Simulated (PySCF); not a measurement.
NMR shielding calculation, with input and output: C₃H₂F₂N₂OS

System: C₃H₂F₂N₂OS, SMILES FC(F)Oc1ncns1.
Method: GIAO BHandHLYP/pcSseg-1 NMR shielding, non-relativistic, gas phase (PySCF 2.14.0).

The geometry comes from this level: GFN2-xTB. Figures and captions count atoms from 1; the log counts them from 0 in places.

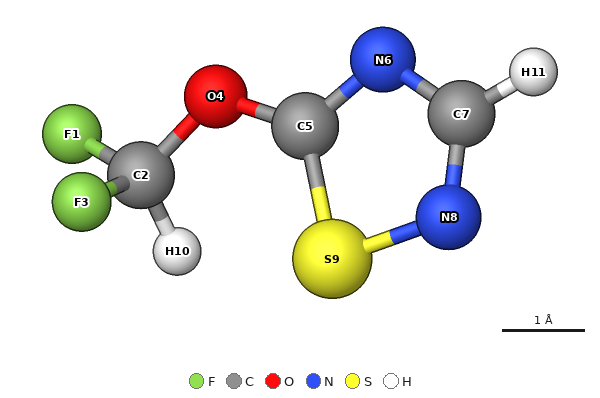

The structure as given in the input (ball-and-stick view, seen at a tilt; atoms are numbered from 1 in the order of the input). Bond lengths as drawn: C–F 1.33 to 1.35 Å, C–H 1.07 to 1.11 Å, C–N 1.29 to 1.35 Å, C–O 1.34 to 1.36 Å, C–S 1.76 Å and N–S 1.63 Å.

## Summary

| quantity | value |
| --- | --- |
| outcome | converged |
| total energy | −897.778737 hartree |
| HOMO | −9.18 eV |
| LUMO | −0.40 eV |
| dipole moment | 1.72 D |
| isotropic shielding, F | 281.7 to 287.7 ppm |
| isotropic shielding, C | −14.2 to 67.6 ppm |
| isotropic shielding, O | 129.1 ppm |
| isotropic shielding, N | −39.3 to −36.6 ppm |
| isotropic shielding, S | 149.3 ppm |
| hardware | 1 CPU thread, shared host |
| wall time | 14 s |
| peak memory | 0.76 GiB |

## Input file
```
{"job": {"kind": "nmr", "xc": "BHandHLYP", "basis": "pcSseg-1", "pop": false}, "charge": 0, "multiplicity": 1}
F     -3.106660    -0.602850     0.517131
C     -1.899424    -0.072895     0.690960
F     -2.074062     1.251685     0.880816
O     -1.173593    -0.315023    -0.438463
C      0.147068    -0.103674    -0.391956
N      0.936521    -0.342048    -1.381125
C      2.200051    -0.043814    -1.020528
N      2.422873     0.404730     0.177117
S      1.023863     0.514252     1.006723
H     -1.445567    -0.486808     1.613264
H      3.006060    -0.179280    -1.717247
```

The first line tells a small driver script what to run in PySCF; the rest is the geometry in Å.

Launch command:
```bash
OMP_NUM_THREADS=1 python <driver script> task.json out
```

## The program's output
```
coarse grid: 11504 points
cycle   1  E = -897.5315433285  dE =  2.297e+00  |g| = 9.954e-01  |ddm| = 3.269e+00
cycle   2  E = -897.4819817556  dE =  4.956e-02  |g| = 1.176e+00  |ddm| = 1.207e+00
cycle   3  E = -897.7202007722  dE = -2.382e-01  |g| = 1.332e-01  |ddm| = 7.165e-01
cycle   4  E = -897.7231358356  dE = -2.935e-03  |g| = 7.663e-02  |ddm| = 1.517e-01
cycle   5  E = -897.7243931807  dE = -1.257e-03  |g| = 1.419e-02  |ddm| = 6.283e-02
cycle   6  E = -897.7244332834  dE = -4.010e-05  |g| = 6.144e-03  |ddm| = 1.608e-02
cycle   7  E = -897.7244424014  dE = -9.118e-06  |g| = 2.227e-03  |ddm| = 6.428e-03
final grid: 112520 points
cycle   8  E = -897.7787343956  dE = -1.654e-05  |g| = 3.413e-03  |ddm| = 1.057e-02
cycle   9  E = -897.7787333654  dE =  1.030e-06  |g| = 4.159e-03  |ddm| = 4.977e-03
cycle  10  E = -897.7787366088  dE = -3.243e-06  |g| = 4.889e-04  |ddm| = 2.807e-03
cycle  11  E = -897.7787366524  dE = -4.361e-08  |g| = 2.392e-04  |ddm| = 5.053e-04
cycle  12  E = -897.7787366648  dE = -1.245e-08  |g| = 6.376e-05  |ddm| = 2.171e-04
cycle  13  E = -897.7787366658  dE = -9.268e-10  |g| = 2.259e-05  |ddm| = 6.981e-05
```

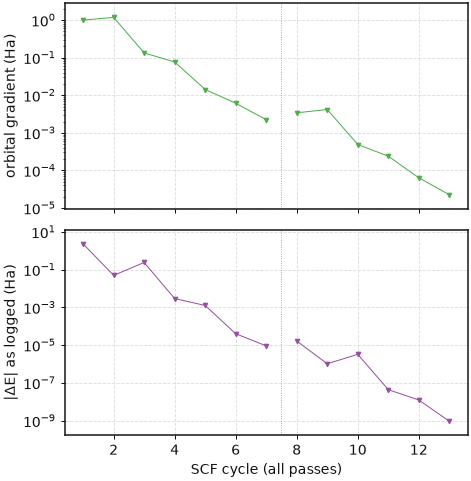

Convergence of the self-consistent field: orbital gradient and size of the energy change against the SCF cycle. The dotted line marks the change from a coarse to the final integration grid. The first 7 cycles use a coarse grid, the final grid takes over at cycle 8, and the field converges after 13 cycles in all.

```
converged SCF energy = -897.7787366658

GIAO shielding tensors (ppm)
atom      isotropic    diamagn.    paramagn.     s11        s22        s33       span
  0 F      287.737     467.485    -179.748    195.995    310.784    356.432    160.437
  1 C       67.558     237.764    -170.206     54.291     71.180     77.204     22.913
  2 F      281.692     473.105    -191.412    196.447    280.281    368.348    171.901
  3 O      129.112     399.670    -270.558     33.396    138.223    215.716    182.319
  4 C      -14.203     255.668    -269.871   -103.447      3.062     57.777    161.224
  5 N      -36.569     329.160    -365.729   -271.155    -51.126    212.575    483.729
  6 C       20.462     252.115    -231.653    -62.927     29.145     95.168    158.096
  7 N      -39.323     332.450    -371.773   -251.438    -59.452    192.921    444.360
  8 S      149.329    1057.575    -908.246    -67.191    231.412    283.766    350.957
  9 H       25.310      27.948      -2.638     21.765     26.124     28.041      6.276
 10 H       23.498      27.802      -4.303     19.185     23.887     27.424      8.239
```

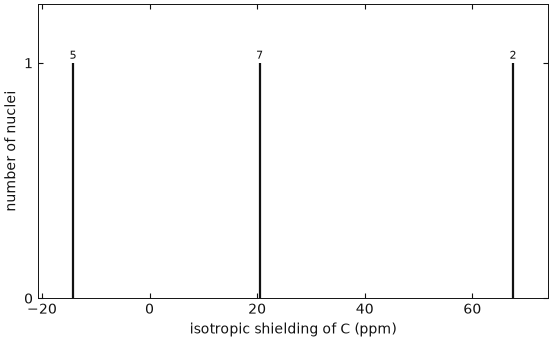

Isotropic shieldings of the carbon nuclei in this fixed geometry, labelled by atom number; shielding grows to the right, so chemical shift grows to the left. The least shielded is C5 (−14.2 ppm), the most shielded C2 (67.6 ppm).
